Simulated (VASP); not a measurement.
Band structure of CoGe (space group C2/m). All values below come from r2SCAN meta-GGA, VASP's PBE PAW potentials (set 64) (plane waves; VASP 6.6.1).

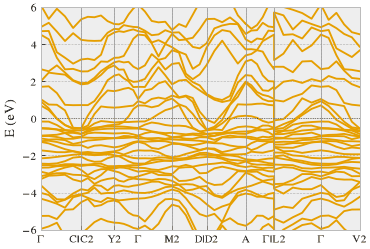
Figure. Bands along high-symmetry lines, zero at the valence-band maximum or, without a gap, the Fermi level

Q: Read the plot: is there a gap, and where are the band edges?

A: It has no gap at this level: it comes out as a metal or semimetal.

The structure comes from a computed database's CoGe entry (C2/m); how it stands against other phases isn't given here. It was relaxed first. The run is not spin-polarised, so no magnetic state was tried.
